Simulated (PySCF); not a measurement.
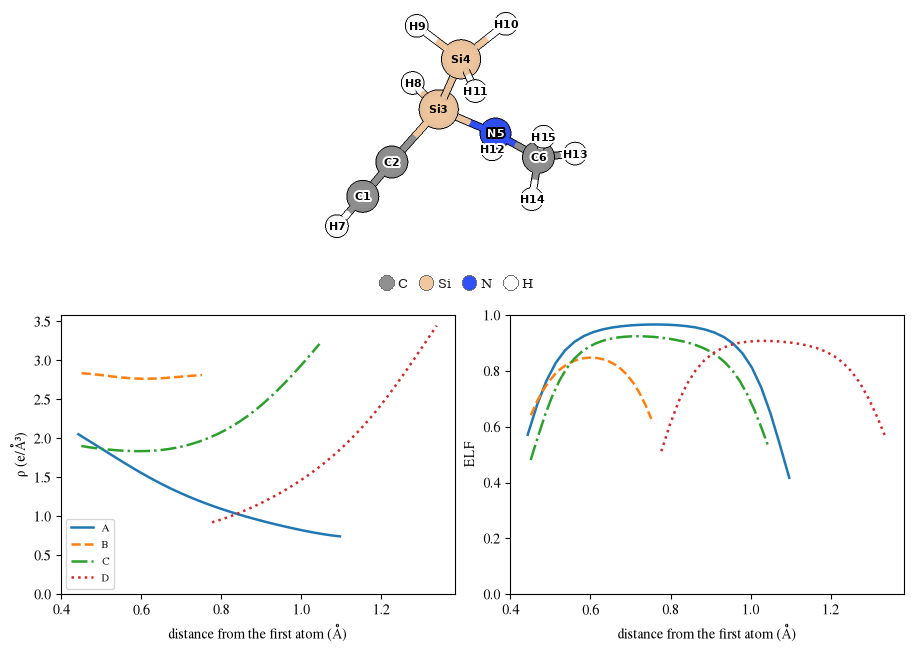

C3H9NSi2. Total electron density and electron localisation function along straight lines between neighbouring atoms. The curves leave out the atomic cores. The structure is drawn too.

Geometry: GFN2-xTB.

Computed with PBE0/pcSseg-1, SCF density, gas phase, non-relativistic (PySCF).

```xyz
15

C    -0.4619    2.8324    1.3108
C    -0.2703    1.9866    0.4766
Si    0.0474    0.6259   -0.7609
Si    2.0987   -0.3269   -0.2987
N    -1.1650   -0.6037   -0.7637
C    -1.2868   -1.6264    0.2457
H    -0.6284    3.5829    2.0305
H    -0.1484    1.2532   -2.0780
H     3.1859    0.5817   -0.6734
H     2.3362   -1.5826   -1.0191
H     2.2879   -0.6384    1.1244
H    -2.0672   -0.3621   -1.1468
H    -1.8001   -2.4992   -0.1649
H    -1.8410   -1.2848    1.1285
H    -0.2914   -1.9307    0.5670
```

> Which curve belongs to which contact (C–C, C–N, C–Si and Si–N)? The first atom named is at distance zero.

Curve A: C–Si (1.87 Å): the density is about 0.9 e/Å³ at the midpoint; the ELF peaks at about 0.95 between the atoms (localised, covalent bonding). Curve B: C–C (1.20 Å): the density is about 2.8 e/Å³ at the midpoint; the ELF peaks at about 0.85 between the atoms (a multiple bond). Curve C: C–N (1.44 Å): ρ is about 1.9 e/Å³ halfway; the ELF peaks at about 0.90 between the atoms, as expected for a shared electron pair. Curve D: Si–N (1.73 Å): the density is about 1.1 e/Å³ at the midpoint; the ELF peaks at about 0.90 between the atoms; a shared but strongly polarised pair.
